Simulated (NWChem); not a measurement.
# CH3BO (Borane carbonyl): levels of theory compared

We compute a comparison of 6 runs (HF/3-21G, B3LYP/6-31G*, PBE0/def2-SVP, PBE/def2-TZVP, SVWN5/def2-TZVP, CCSD(T)/def2-SVP) of CH3BO (Borane carbonyl). 

The results are computed with NWChem 7.3.0.

### Step 1. The molecule

The species is CH3BO (6 atoms), meant as a singlet with charge 0. SMILES: `[BH3-]C#[O+]`. Geometry: relaxed at PBE0-D4/def2-TZVP.

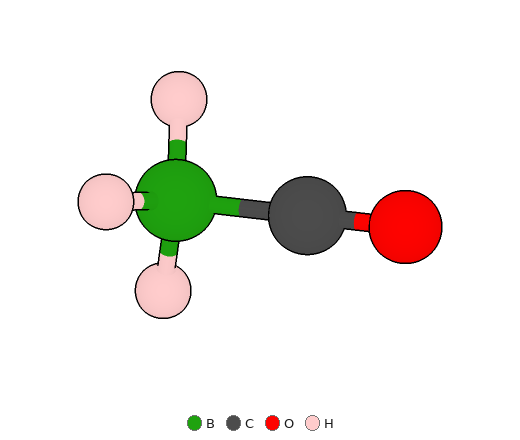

The structure, seen from a chosen angle (boron green, carbon dark grey, oxygen red, hydrogen pink).

### Step 2. Energy and gradient at HF/3-21G (run 1)

ch3bo.xyz reads:

```xyz
6
CH3BO gradient
B     -0.275160     0.419730    -0.199910
C      0.494180    -0.755680     0.359250
O      1.068320    -1.631140     0.776320
H     -1.437140     0.121710    -0.050320
H      0.069540     0.485120    -1.356800
H      0.080260     1.360240     0.471460
```

run.py reads:

```python
from ase.io import read
from ase.calculators.nwchem import NWChem

mol = read('ch3bo.xyz')

calc = NWChem(
    label='ch3bo',
    theory='scf',
    memory='2200 mb',
    basis='3-21G',
    basispar='spherical bse',
    scf={'nopen': '0', 'rhf': None, 'thresh': '1e-08', 'maxiter': '80'},
)
mol.calc = calc

forces = mol.get_forces()
print(f"energy = {mol.get_potential_energy():.6f} eV")
print("forces (eV/A):")
for s, f in zip(mol.symbols, forces):
    print(f"{s:2s} {f[0]:10.5f} {f[1]:10.5f} {f[2]:10.5f}")
print("dipole (e A):", mol.get_dipole_moment().round(4))
```

The run is started by

```bash
export ASE_NWCHEM_COMMAND="nwchem PREFIX.nwi > PREFIX.nwo"
python run.py
```

Output:

```text
energy = -3764.729941 eV
forces (eV/A):
B    -0.71991    1.10177   -0.52332
C     1.01502   -1.55089    0.73760
O    -0.15823    0.23916   -0.11462
H     0.06808    0.12830   -0.06186
H    -0.10140    0.08886    0.08372
H    -0.10362   -0.00725   -0.12146
dipole (e A): [ 0.1945 -0.2979  0.1415]
```

The calculator wrote ch3bo.nwi:

```
title "ch3bo"

permanent_dir ch3bo

scratch_dir ch3bo

start ch3bo

geometry units angstrom nocenter noautosym noautoz
  B  -2.7516000000000002e-01 4.1972999999999999e-01 -1.9991000000000000e-01
  C  4.9418000000000001e-01 -7.5568000000000002e-01 3.5925000000000001e-01
  O  1.0683199999999999e+00 -1.6311400000000000e+00 7.7632000000000001e-01
  H  -1.4371400000000001e+00 1.2171000000000000e-01 -5.0319999999999997e-02
  H  6.9540000000000005e-02 4.8512000000000000e-01 -1.3568000000000000e+00
  H  8.0259999999999998e-02 1.3602399999999999e+00 4.7145999999999999e-01
end

memory 2200 mb

basis spherical bse noprint
   * library 3-21G
end

scf
  nopen 0
  rhf
  thresh 1e-08
  maxiter 80
end

task scf gradient
```

ch3bo.nwo:

```text
Northwest Computational Chemistry Package (NWChem) 7.3.0
             --------------------------------------------------------

           Job information
           ---------------

    nwchem branch   = 7.3.0
    use scalapack   = T
    input           = ch3bo.nwi
    prefix          = ch3bo.
    data base       = ch3bo/ch3bo.db
    status          = startup
    nproc           =        1

           Memory information
           ------------------

    heap     =     72089596 doubles =      550.0 Mbytes
    stack    =     72089601 doubles =      550.0 Mbytes
    global   =    144179200 doubles =     1100.0 Mbytes (distinct from heap & stack)
    total    =    288358397 doubles =     2200.0 Mbytes
    verify   = yes
    hardfail = no

[... 133 lines left out ...]
 Convergence threshold     :          1.000E-08
[... 13 lines left out ...]
       Final RHF  results
[... 3 lines left out ...]
      One-electron energy =   -298.846453095721
[... 1 line left out ...]
 Nuclear repulsion energy =     56.830254602398
[... 29 lines left out ...]
                       ROHF Final Molecular Orbital Analysis
[... 209 lines left out ...]
                 ----------------------------------------
                 |  Time  |  1-e(secs)   |  2-e(secs)   |
                 ----------------------------------------
                 |  CPU   |       0.00   |       0.15   |
                 ----------------------------------------
                 |  WALL  |       0.00   |       0.15   |
                 ----------------------------------------

 Task  times  cpu:        0.5s     wall:        0.5s
 Total times  cpu:        0.6s     wall:        0.6s
```

Run time: 1.5 s. Hardware: 1 thread of AMD EPYC 9B14 (Zen 4), shared host; peak memory 0.099 GiB.

### Step 3. Energy and gradient at B3LYP/6-31G(d) (Cartesian functions) (run 2)

run.py reads:

```python
from ase import Atoms
from ase.calculators.nwchem import NWChem

system = Atoms('BCOHHH', positions=[
    [-0.275160, 0.419730, -0.199910],
    [0.494180, -0.755680, 0.359250],
    [1.068320, -1.631140, 0.776320],
    [-1.437140, 0.121710, -0.050320],
    [0.069540, 0.485120, -1.356800],
    [0.080260, 1.360240, 0.471460],
])

calc = NWChem(
    label='ch3bo',
    theory='dft',
    memory='2200 mb',
    basis='6-31G*',
    dft={'xc': 'b3lyp', 'mult': '1', 'grid': 'xfine', 'convergence': 'energy 1e-08', 'iterations': '100', 'mulliken': None},
)
system.calc = calc

forces = system.get_forces()
print(f"energy = {system.get_potential_energy():.6f} eV")
print("forces (eV/A):")
for s, f in zip(system.symbols, forces):
    print(f"{s:2s} {f[0]:10.5f} {f[1]:10.5f} {f[2]:10.5f}")
print("dipole (e A):", system.get_dipole_moment().round(4))
```

The run is started by

```bash
export ASE_NWCHEM_COMMAND="nwchem PREFIX.nwi > PREFIX.nwo"
python run.py
```

Output:

```text
energy = -3808.793818 eV
forces (eV/A):
B    -0.14352    0.22045   -0.10439
C    -0.65985    1.00530   -0.47936
O     0.88652   -1.35312    0.64416
H    -0.04186    0.03384   -0.01594
H    -0.02041    0.03990   -0.03538
H    -0.02088    0.05368   -0.00915
dipole (e A): [ 0.1618 -0.2475  0.1177]
```

The calculator wrote ch3bo.nwi:

```
title "ch3bo"

permanent_dir ch3bo

scratch_dir ch3bo

start ch3bo

geometry units angstrom nocenter noautosym noautoz
  B  -2.7516000000000002e-01 4.1972999999999999e-01 -1.9991000000000000e-01
  C  4.9418000000000001e-01 -7.5568000000000002e-01 3.5925000000000001e-01
  O  1.0683199999999999e+00 -1.6311400000000000e+00 7.7632000000000001e-01
  H  -1.4371400000000001e+00 1.2171000000000000e-01 -5.0319999999999997e-02
  H  6.9540000000000005e-02 4.8512000000000000e-01 -1.3568000000000000e+00
  H  8.0259999999999998e-02 1.3602399999999999e+00 4.7145999999999999e-01
end

memory 2200 mb

basis noprint
   * library 6-31G*
end

dft
  xc b3lyp
  mult 1
  grid xfine
  convergence energy 1e-08
  iterations 100
  mulliken
end

task dft gradient
```

ch3bo.nwo:

```text
Northwest Computational Chemistry Package (NWChem) 7.3.0
             --------------------------------------------------------

           Job information
           ---------------

    nwchem branch   = 7.3.0
    use scalapack   = T
    input           = ch3bo.nwi
    prefix          = ch3bo.
    data base       = ch3bo/ch3bo.db
    status          = startup
    nproc           =        1

           Memory information
           ------------------

    heap     =     72089594 doubles =      550.0 Mbytes
    stack    =     72089599 doubles =      550.0 Mbytes
    global   =    144179200 doubles =     1100.0 Mbytes (distinct from heap & stack)
    total    =    288358393 doubles =     2200.0 Mbytes
    verify   = yes
    hardfail = no

[... 104 lines left out ...]
  convergence criterion.
[... 41 lines left out ...]
          Spatial weights used:  Erf1
[... 75 lines left out ...]
         Total DFT energy =     -139.970592242968
[... 3 lines left out ...]
 Nuclear repulsion energy =       56.830254602398
[... 428 lines left out ...]
          Convergence on gradient requested:  5.00D-04
[... 28 lines left out ...]
          total energy or number of iterations.
[... 37 lines left out ...]
                 ----------------------------------------
                 |  Time  |  1-e(secs)   |  2-e(secs)   |
                 ----------------------------------------
                 |  CPU   |       0.00   |       0.92   |
                 ----------------------------------------
                 |  WALL  |       0.00   |       0.92   |
                 ----------------------------------------

 Task  times  cpu:       10.3s     wall:       10.3s
 Total times  cpu:       10.3s     wall:       10.3s
```

It took 11 s on 1 thread of AMD EPYC 9B14 (Zen 4), shared host; peak memory 0.13 GiB.

Runs 3 to 5 aren't shown in full; the table further down has their settings and results.

### Step 4. The energy at CCSD(T)/def2-SVP (run 6)

ch3bo.nw reads:

```
start ch3bo
memory total 2200 mb
geometry units bohr noautosym nocenter noautoz
  B  -0.51997704  0.79317475 -0.37777515
  C   0.93386486 -1.42802824  0.67888411
  O   2.01883221 -3.08240787  1.46703219
  H  -2.71580100  0.22999857 -0.09509102
  H   0.13141155  0.91674394 -2.56398041
  H   0.15166942  2.57048106  0.89093028
end
basis spherical bse
  * library def2-SVP
end
scf
  singlet
  rhf
  thresh 1e-08
  maxiter 80
  print medium
end
ccsd
  freeze core 3
  maxiter 60
end
task ccsd(t) energy
```

The run is started by

```bash
nwchem ch3bo.nw > ch3bo.out
```

Output:

```text
[...]
  functions       =    57
[...]
  wavefunction    = RHF
[...]
         Total SCF energy =   -139.028722493201
      One-electron energy =   -299.967942609117
      Two-electron energy =    104.108969586140
 Nuclear repulsion energy =     56.830250529776
        Time for solution =      2.0s
[...]
 Total MP2 energy:           -139.436756764250475
[...]
             energy      energy      error      ampl     ampl      Block
                                                time     time      time
[...]
 Total CCSD energy:           -139.459276664111741
[...]
 Total CCSD+T(CCSD) energy:           -139.476608402891969
[...]
 Total CCSD(T) energy:                -139.474768968161158
[...]
```

Run time: 15 s. Hardware: 1 thread of AMD EPYC 9B14 (Zen 4), shared host; peak memory 0.13 GiB.

### Step 5. Overview of the runs

| run | level | Cartesian functions | iteration cap | energy (Eh) | dipole moment (D) of the reference | largest force (eV/Å) | wall time |
| --- | --- | --- | --- | --- | --- | --- | --- |
| 1 | HF/3-21G | no | 80 | -138.351275 | 1.84 | 1.995 | 1.5 s |
| 2 | B3LYP/6-31G* (Cartesian functions) | yes | 100 | -139.970592 | 1.53 | 1.741 | 11 s |
| 3 | PBE0/def2-SVP | no | 100 | -139.691397 | 1.50 | 0.660 | 9.9 s |
| 4 | PBE/def2-TZVP | no | 100 | -139.851125 | 1.26 | 1.970 | 27 s |
| 5 | SVWN5/def2-TZVP | no | 100 | -138.830590 | 1.09 | 1.799 | 24 s |
| 6 | CCSD(T)/def2-SVP | no | 80 | -139.474769 | – | – | 15 s |

### Step 6. Results

```
                                          quantity          value
                               run 6: total energy  -139.47477 Eh
        run 6: HOMO energy (Hartree–Fock orbitals)      -12.83 eV
        run 6: LUMO energy (Hartree–Fock orbitals)        2.78 eV
      run 6: HOMO–LUMO gap (Hartree–Fock orbitals)       15.61 eV
run 6: correlation energy (3 core orbitals frozen)     -446.0 mEh
                             run 6: (T) correction     -15.49 mEh
```

Over runs 1, 2, 3, 4, 5 the dipole moment (its size) runs from 1.09 D (SVWN5/def2-TZVP) to 1.84 D (HF/3-21G). The two ends differ in method and basis. Totals of different functionals can't be ranked against each other. All runs together took 90 s, the longest 27 s.
